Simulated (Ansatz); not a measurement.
# GaSiP (triplet): trial inputs and their diagnosis at distance Ga1–Si2 = 1.997 Å

4 inputs are run for GaSiP (triplet) as typed; the log has to tell whether the result can be used and what must change.

The runs use Ansatz 0.2.0, Gaussian basis; the settings change from run to run.

34 further runs of the same task are left out: 3 for a known fault of the program, 2 for a mislabelled method, 21 that didn't finish, 8 set aside as unsound or not needed.

## 1. The geometry

The geometry derives from a PBE0/def2-TZVP stationary point (not a proven minimum). One bond is set to the value named and the two fragments are kept rigid. No spin-orbit coupling is included. The filled d shell of Ga may be among the frozen orbitals whatever the setting's name suggests; the logs give the count.

3 atoms, charge 0, spin multiplicity 3.

Atoms are counted from 1 here; the program's logs count them from 0.

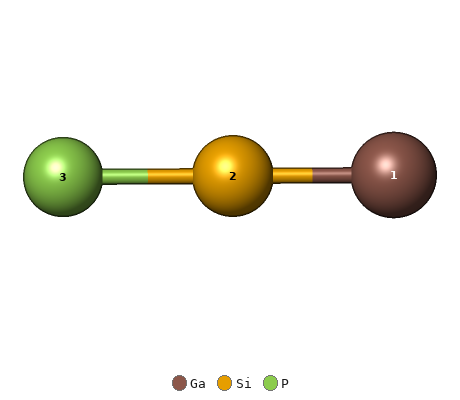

The structure; gallium brown, silicon amber, phosphorus green; atoms are numbered from 1 in the order of the file.

## 2. Try 1

in.yaml reads:

```yaml
crystal:
  periodic: [false, false, false]
  atoms:
    - {symbol: Ga, position_ang: [0.000000, 0.000000, -2.033433]}
    - {symbol: Si, position_ang: [0.000000, 0.000000, -0.036433]}
    - {symbol: P, position_ang: [0.000000, 0.000000, 2.069867]}
basis:
  gaussian: {orbitals: cc-pVDZ}
magnetization: {spin_polarized: false, initial_magnetization: 6}
hamiltonian: {xc: hf}
output: {forces: true, orbitals: {seedname: orbitals}}
```

The run is started by

```sh
$ ansatz run in.yaml --threads 1 --pin off --events-out ev --progress --plain --max-ram 2393MiB
```

Standard output:

```text
Functional definition: HF
  name "HF"
  cite "Fock, Z. Phys. 61, 126 (1930) doi:10.1007/BF01340294"
  parent pbe
  exchange = exact_x
  correlation = 0
701 factors; integrals over basis functions are off by at most 1.0e-3 eV
mean field evaluation 1: about -69459.3028 eV, gradient 1.0e1 eV
mean field evaluation 2: about -69459.5355 eV, gradient 1.1e1 eV
mean field evaluation 4: about -69461.1250 eV, gradient 2.1e0 eV
mean field evaluation 8: about -69461.2435 eV, gradient 3.0e-1 eV
mean field evaluation 16: about -69402.0302 eV, gradient 2.1e2 eV
mean field evaluation 32: about -69460.6796 eV, gradient 2.2e0 eV
mean field evaluation 64: about -69460.6775 eV, gradient 6.5e0 eV
mean field -69461.24606639 eV, -2552.6537104162 hartree, gradient 1.4e-5 eV, S^2 12.000000; 3 other end points of the search recorded, 0 dependent functions left out
the calculation of the forces begins
reference -69461.24606639 eV, -2552.6537104162 hartree; 33, 27 occupied and 30, 36 virtual orbitals, 701 factors
Total energy: -69461.24606639 eV, -2552.6537104162 hartree
Atom 0 at     0.000000     0.000000    -2.033433 Å, force     0.000000     0.000000    -7.913244 eV/Å
Atom 1 at     0.000000     0.000000    -0.036433 Å, force     0.000000    -0.000000     3.607067 eV/Å
Atom 2 at     0.000000     0.000000     2.069867 Å, force    -0.000000     0.000000     4.306177 eV/Å
Dipole moment:     0.000000     0.000000     0.294336 e Å
```

It took 4 s on 1 thread of Arm Neoverse V1, shared host.

What is wrong: The run converged, which proves nothing about the input. Far too many unpaired electrons are asked for. Its energy belongs to the state of multiplicity 7, not to the triplet that was meant. Cure: set initial_magnetization to that of the wanted state.

## 3. Try 2

in.yaml reads:

```yaml
crystal:
  periodic: [false, false, false]
  atoms:
    - {symbol: Ga, position_ang: [0.000000, 0.000000, -2.033433]}
    - {symbol: Si, position_ang: [0.000000, 0.000000, -0.036433]}
    - {symbol: P, position_ang: [0.000000, 0.000000, 2.069867]}
basis:
  gaussian: {orbitals: "6-31G*"}
magnetization: {spin_polarized: false, initial_magnetization: 2}
correlation: {method: sc_nevpt2, electrons: outside_noble_gas}
```

Same command.

Standard output:

```text
Error: this correlation method needs an active space: name one as the reference
```

It took 0.03 s on 1 thread of Arm Neoverse V1, shared host.

Diagnosis: The run was refused. This method needs an active space and has none. To mend it, add an active_space block.

## 4. Try 3

in.yaml reads:

```yaml
crystal:
  periodic: [false, false, false]
  atoms:
    - {symbol: Ga, position_ang: [0.000000, 0.000000, -2.033433]}
    - {symbol: Si, position_ang: [0.000000, 0.000000, -0.036433]}
    - {symbol: P, position_ang: [0.000000, 0.000000, 2.069867]}
basis:
  gaussian: {orbitals: cc-pVDZ}
magnetization: {spin_polarized: false, initial_magnetization: 2}
hamiltonian: {xc: hf}
scf: {max_iter: 3}
output: {orbitals: {seedname: orbitals}}
```

Launched as before.

Standard output:

```text
Error: invalid value for `basis.gaussian`: such a run doesn't read scf.max_iter; remove what it names
```

Run time: 0.03 s. Hardware: 1 thread of Arm Neoverse V1, shared host.

Diagnosis: The run was refused. The input holds a key that the program doesn't read here. Fix: remove it or spell it as the reference does.

## 5. Try 4

in.yaml reads:

```yaml
crystal:
  periodic: [false, false, false]
  atoms:
    - {symbol: Ga, position_ang: [0.000000, 0.000000, -2.033433]}
    - {symbol: Si, position_ang: [0.000000, 0.000000, -0.036433]}
    - {symbol: P, position_ang: [0.000000, 0.000000, 2.069867]}
basis:
  gaussian: {orbitals: cc-pVDZ}
magnetization: {spin_polarized: false, initial_magnetization: 2}
correlation: {active_space: {window: {electrons: 4, orbitals: 4}, places: [1, 2]}}
scf: {lower_state_search: off}
```

Same command.

Standard output:

```text
Error: invalid value for `correlation.active_space`: name one of window, places and ras
```

Run time: 0.03 s. Hardware: 1 thread of Arm Neoverse V1, shared host.

What is wrong: The run was refused. The active space is defined twice. Fix: keep one definition.

## 6. How the runs ended

```tsv
try	level	ended	cause	time
1	HF/cc-pVDZ	converged	far too many unpaired electrons are asked for	4 s
2	'sc_nevpt2'/6-31G*	refused	this method needs an active space and has none	0.03 s
3	HF/cc-pVDZ	refused	the input holds a key that the program doesn't read here	0.03 s
4	CASSCF(4,4)/cc-pVDZ	refused	the active space is defined twice	0.03 s
```

1 converged, 3 refused. The input that converges on a wrong geometry or spin is the dangerous one: no error points at it, so geometry and ⟨S²⟩ have to be checked.
